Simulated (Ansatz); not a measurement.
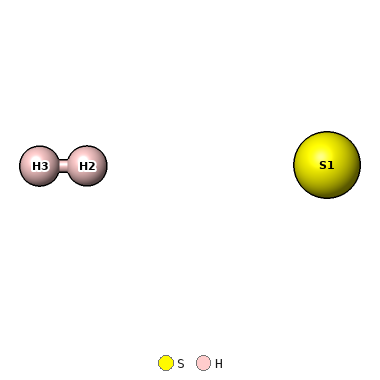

The system is S + H₂, spin multiplicity 3; the picture shows the reference structure. 
- The first coordinate is: distance S1–H2; the second: distance H2–H3.
- Nothing is relaxed (the angle S1–H2–H3 is fixed at 180 degrees).
- Grid: 13 × 13 points. At 41 points there is no value.
- Points are written as (first, second).
- Energies: kcal/mol, counted from S far from the relaxed HH (each part in its own basis).
- In part of the range the unrestricted reference is strongly spin-contaminated.
- The calculation used Ansatz 0.2.0, UKS B3LYP-D4/aug-cc-pVTZ.

Its coordinates:

```yaml
atoms:
  - { symbol: S, position_ang: [-3.4880, 0.0000, 0.0000] }
  - { symbol: H, position_ang: [0.0000, 0.0000, 0.0000] }
  - { symbol: H, position_ang: [0.6870, 0.0000, 0.0000] }
```

Range: distance S1–H2 from 1.088 to 3.488 Å; distance H2–H3 from 0.592 to 2.992 Å.

Predict the map.

Answer. The lowest grid point is at (3.488 Å, 0.687 Å), 1.3 kcal/mol from S far from the relaxed HH (each part in its own basis). It lies on the edge of the grid, but the force there points inwards, so the minimum lies inside the range. Other grid points that lie below all their neighbours: (2.982 Å, 0.687 Å) (0.15 kcal/mol higher); (2.505 Å, 0.687 Å) (0.7 kcal/mol higher). The highest grid point, (1.088 Å, 0.592 Å), lies 139 kcal/mol above the lowest.

```
distance H2–H3 ↓, distance S1–H2 →  1.088  1.183  1.322  1.484  1.663  1.857  2.063  2.279  2.505  2.739  2.982  3.231  3.488
                             2.992     55     33     22     26     40     57     75     89     98    103    106    107    108
                             2.735      –      –     22      –     39      –     74      –     97      –    105      –    108
                             2.486     55     33     22     26     39     56     74     87     96    101    104    105    106
                             2.243     55      –     22      –      –      –     72      –     94      –    101      –    104
                             2.009     55     33     22     26     38     54     70     82     90     95     97     98     99
                             1.783     56      –     22      –     37      –     66      –     83      –     90      –     91
                             1.567     58     35     22     24     34     47     58     66     71     75     76     76     77
                             1.361     60      –     23      –     29      –     46      –      –      –     55      –     56
                             1.167     65     40     23     19     22     27     31     33     34     34     34     34     35
                             0.988     74      –     25      –     14      –     15      –     15      –     15      –     15
                             0.826     88     57     31     17     10      6      4      3      3      2      2      2      2
                             0.687    112      –     46      –      –      –      5      –      2      –      1      –      1
                             0.592    140      –     67     45     31     23     18     15     14     14     13     13     13
```

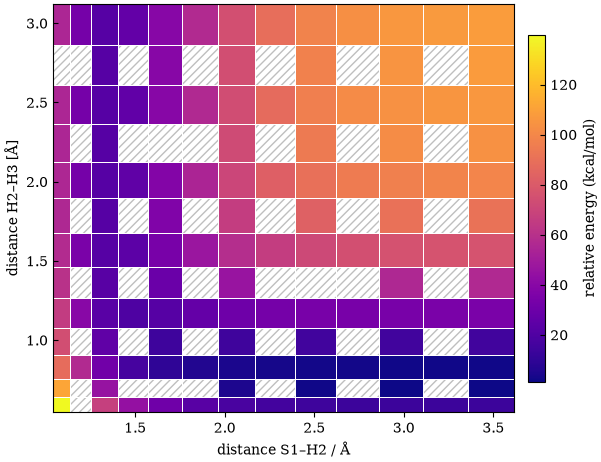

The picture shows one coloured cell a grid point, hatched blanks where no value was computed.

Each point was launched as `ansatz run input.yaml --threads 1 --pin off --max-ram 2560MiB --backend cpu --events-out ev --progress --plain --runs-dir out`. The whole map (128 points run) took 14 min on 1 thread of Arm Neoverse V2, with other jobs on the host.
